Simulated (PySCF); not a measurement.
**Two runs on C6H18AlP**

System: C6H18AlP, SMILES [CH3][Al-]([CH3])([CH3])[P+](C)(C)C.
Method of run A: GIAO PBE0/cc-pVDZ NMR shielding, non-relativistic, gas phase (PySCF 2.14.0).

The geometry comes from this level: PBE0-D3(BJ)/def2-SVP. Text and figures count atoms from 1; the logs count them from 0 in places.

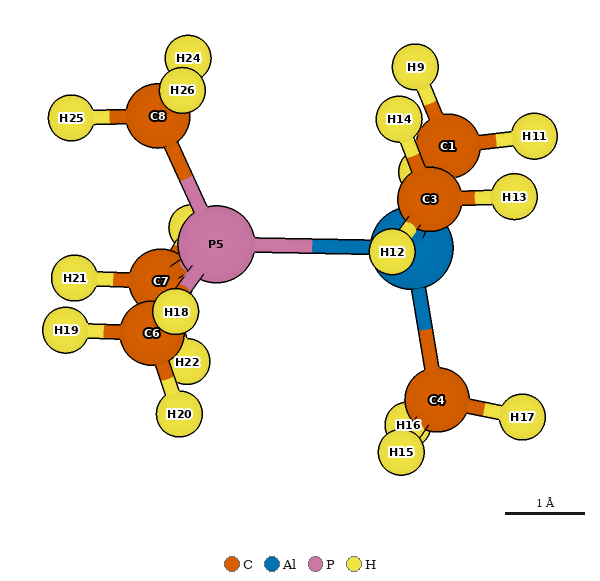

Figure 1. The structure as given in the input (ball-and-stick view, seen at a tilt; atoms are numbered from 1 in the order of the input). Sticks mark near contacts.

### The input, run A
```
{"job": {"kind": "nmr", "xc": "PBE0", "basis": "cc-pVDZ", "pop": true}, "charge": 0, "multiplicity": 1}
C      1.862442     1.748038    -0.778237
Al     1.423908    -0.115703    -0.240703
C      1.995468    -0.689739     1.577049
C      1.415221    -1.500912    -1.668002
P     -1.019769     0.094611     0.159437
C     -1.819646    -1.473929     0.648808
C     -1.997330     0.662407    -1.276414
C     -1.468725     1.260125     1.493054
H      1.621389     2.489625     0.003668
H      1.349677     2.063521    -1.703865
H      2.944892     1.848861    -0.975016
H      1.532003    -1.638820     1.899327
H      3.087388    -0.855250     1.604613
H      1.779104     0.065730     2.352897
H      0.977529    -2.459320    -1.337967
H      0.871685    -1.182356    -2.574981
H      2.447051    -1.727644    -1.991504
H     -1.346357    -1.843250     1.570365
H     -2.900974    -1.352707     0.815183
H     -1.651269    -2.220368    -0.141272
H     -3.069852     0.738070    -1.040281
H     -1.854704    -0.043864    -2.107380
H     -1.622916     1.645310    -1.597954
H     -1.087704     2.259593     1.236616
H     -2.557266     1.311731     1.648133
H     -0.980231     0.940126     2.425062
```

The first line tells a small driver script what to run in PySCF; the rest is the geometry in Å.

Launched with:
```bash
OMP_NUM_THREADS=1 python <driver script> task.json out
```

Hardware: 1 CPU thread, shared host.

### Output (run A)
```
coarse grid: 20928 points
cycle   1  E = -822.6044722733  dE =  1.696e-01  |g| = 6.897e-01  |ddm| = 8.660e+00
cycle   2  E = -822.5668414971  dE =  3.763e-02  |g| = 7.787e-01  |ddm| = 2.948e+00
cycle   3  E = -822.7375870115  dE = -1.707e-01  |g| = 3.123e-02  |ddm| = 1.516e+00
cycle   4  E = -822.7377736864  dE = -1.867e-04  |g| = 1.909e-02  |ddm| = 9.431e-02
cycle   5  E = -822.7378764707  dE = -1.028e-04  |g| = 2.353e-03  |ddm| = 3.918e-02
cycle   6  E = -822.7378780723  dE = -1.602e-06  |g| = 6.764e-04  |ddm| = 5.222e-03
final grid: 187760 points
cycle   7  E = -822.7545301424  dE = -3.427e-05  |g| = 1.102e-02  |ddm| = 7.772e-02
cycle   8  E = -822.7545209456  dE =  9.197e-06  |g| = 1.259e-02  |ddm| = 4.171e-02
cycle   9  E = -822.7545626260  dE = -4.168e-05  |g| = 2.959e-04  |ddm| = 2.247e-02
cycle  10  E = -822.7545626511  dE = -2.507e-08  |g| = 1.120e-04  |ddm| = 9.253e-04
cycle  11  E = -822.7545626548  dE = -3.703e-09  |g| = 2.578e-05  |ddm| = 2.779e-04
cycle  12  E = -822.7545626550  dE = -1.926e-10  |g| = 5.376e-06  |ddm| = 6.893e-05
converged SCF energy = -822.7545626550

GIAO shielding tensors (ppm)
atom      isotropic    diamagn.    paramagn.     s11        s22        s33       span
  0 C      207.456     244.985     -37.529    202.243    208.727    211.398      9.155
  1 Al     461.917     804.771    -342.855    432.172    475.786    477.792     45.620
  2 C      207.148     245.126     -37.978    202.050    208.337    211.058      9.007
  3 C      207.308     245.055     -37.747    202.146    208.524    211.252      9.106
  4 P      444.404     975.389    -530.985    414.825    458.868    459.520     44.695
  5 C      185.517     250.879     -65.362    178.472    179.649    198.428     19.956
  6 C      185.539     250.791     -65.253    178.362    179.711    198.543     20.182
  7 C      185.574     250.839     -65.265    178.458    179.775    198.488     20.030
  8 H       32.214      31.839       0.375     27.915     30.628     38.100     10.185
  9 H       32.203      31.743       0.460     27.939     30.482     38.187     10.248
 10 H       31.919      29.586       2.332     27.919     28.475     39.362     11.444
 11 H       32.221      31.938       0.283     27.914     30.687     38.063     10.149
 12 H       31.909      29.652       2.257     27.909     28.450     39.367     11.458
 13 H       32.218      31.886       0.332     27.947     30.622     38.085     10.137
 14 H       32.215      31.845       0.370     27.915     30.627     38.103     10.188
 15 H       32.212      31.850       0.361     27.939     30.584     38.112     10.173
 16 H       31.911      29.608       2.303     27.907     28.463     39.363     11.456
 17 H       30.080      32.730      -2.650     25.277     28.525     36.440     11.163
 18 H       30.506      30.556      -0.050     26.147     27.917     37.456     11.309
 19 H       30.074      32.735      -2.661     25.206     28.577     36.438     11.232
 20 H       30.495      30.497      -0.003     26.134     27.915     37.436     11.302
 21 H       30.088      32.616      -2.528     25.308     28.450     36.506     11.198
 22 H       30.086      32.612      -2.527     25.254     28.483     36.520     11.266
 23 H       30.086      32.641      -2.555     25.315     28.424     36.518     11.203
 24 H       30.501      30.526      -0.025     26.137     27.914     37.451     11.314
 25 H       30.075      32.711      -2.637     25.195     28.601     36.428     11.233
```

The input of run B differs as follows (lines with − go, lines with + come):
```diff
-"basis": "cc-pVDZ"
+"basis": "pcSseg-0"
```

Predict how the results change.

The total energy of run B is 750.2 kcal/mol higher, which measures the change of basis and not a stability. The HOMO goes from −6.58 to −6.88 eV. The LUMO goes from 0.97 to 1.17 eV. The dipole moment goes from 5.27 to 5.16 D. Of all shieldings, the largest change is that of Al2, by −79.0 ppm. The number of SCF iterations is the same. The basis functions go from 210 to 116.

### Output (run B)
```
coarse grid: 20928 points
cycle   1  E = -821.4257403001  dE = -3.100e-02  |g| = 5.963e-01  |ddm| = 4.647e+00
cycle   2  E = -821.4033372127  dE =  2.240e-02  |g| = 6.597e-01  |ddm| = 1.615e+00
cycle   3  E = -821.5213506996  dE = -1.180e-01  |g| = 2.270e-02  |ddm| = 8.273e-01
cycle   4  E = -821.5214748066  dE = -1.241e-04  |g| = 1.039e-02  |ddm| = 5.781e-02
cycle   5  E = -821.5215029052  dE = -2.810e-05  |g| = 2.674e-03  |ddm| = 1.471e-02
cycle   6  E = -821.5215048330  dE = -1.928e-06  |g| = 4.982e-04  |ddm| = 4.605e-03
final grid: 187760 points
cycle   7  E = -821.5589613787  dE = -2.771e-05  |g| = 7.190e-03  |ddm| = 3.378e-02
cycle   8  E = -821.5589576358  dE =  3.743e-06  |g| = 8.254e-03  |ddm| = 1.559e-02
cycle   9  E = -821.5589749701  dE = -1.733e-05  |g| = 1.085e-04  |ddm| = 8.171e-03
cycle  10  E = -821.5589749727  dE = -2.644e-09  |g| = 7.893e-05  |ddm| = 3.387e-04
cycle  11  E = -821.5589749744  dE = -1.614e-09  |g| = 1.776e-05  |ddm| = 1.120e-04
cycle  12  E = -821.5589749745  dE = -9.368e-11  |g| = 2.034e-06  |ddm| = 3.089e-05
converged SCF energy = -821.5589749745

GIAO shielding tensors (ppm)
atom      isotropic    diamagn.    paramagn.     s11        s22        s33       span
  0 C      204.123     256.171     -52.048    198.377    205.565    208.426     10.049
  1 Al     382.948     793.132    -410.185    353.691    396.248    398.903     45.212
  2 C      203.868     256.194     -52.327    198.220    205.227    208.155      9.935
  3 C      204.008     256.187     -52.179    198.311    205.401    208.312     10.001
  4 P      457.403     968.412    -511.008    398.615    486.628    486.966     88.351
  5 C      182.274     259.727     -77.452    174.768    175.103    196.951     22.182
  6 C      182.352     259.649     -77.297    174.883    175.127    197.046     22.163
  7 C      182.367     259.705     -77.338    174.731    175.368    197.001     22.271
  8 H       33.701      32.017       1.684     29.105     32.332     39.665     10.560
  9 H       33.680      31.968       1.711     29.125     32.166     39.749     10.624
 10 H       33.337      31.275       2.062     28.923     29.765     41.323     12.400
 11 H       33.707      32.070       1.638     29.104     32.391     39.626     10.522
 12 H       33.326      31.305       2.021     28.900     29.738     41.340     12.440
 13 H       33.696      32.044       1.652     29.129     32.319     39.639     10.510
 14 H       33.692      32.022       1.670     29.094     32.334     39.649     10.555
 15 H       33.698      32.021       1.677     29.131     32.272     39.691     10.560
 16 H       33.330      31.280       2.051     28.906     29.753     41.331     12.425
 17 H       31.764      32.416      -0.652     26.537     29.940     38.814     12.276
 18 H       31.947      33.548      -1.601     27.031     29.226     39.583     12.552
 19 H       31.750      32.406      -0.657     26.476     29.985     38.788     12.312
 20 H       31.940      33.513      -1.573     27.033     29.221     39.568     12.536
 21 H       31.770      32.368      -0.598     26.566     29.862     38.882     12.316
 22 H       31.760      32.356      -0.596     26.521     29.883     38.875     12.354
 23 H       31.769      32.394      -0.626     26.590     29.820     38.896     12.305
 24 H       31.945      33.526      -1.581     27.030     29.223     39.581     12.550
 25 H       31.751      32.380      -0.629     26.450     30.022     38.780     12.330
```

### The two runs side by side

```csv
quantity,run A,run B
outcome,converged,converged
total energy (hartree),−822.754563,−821.558975
HOMO (eV),−6.58,−6.88
LUMO (eV),0.97,1.17
dipole moment (D),5.27,5.16
shielding of C1 (ppm),207.5,204.1
shielding of Al2 (ppm),461.9,382.9
shielding of C3 (ppm),207.1,203.9
shielding of C4 (ppm),207.3,204.0
shielding of P5 (ppm),444.4,457.4
shielding of C6 (ppm),185.5,182.3
shielding of C8 (ppm),185.6,182.4
SCF iterations,12,12
basis functions,210,116
wall time (shared host),35 s,14 s
```
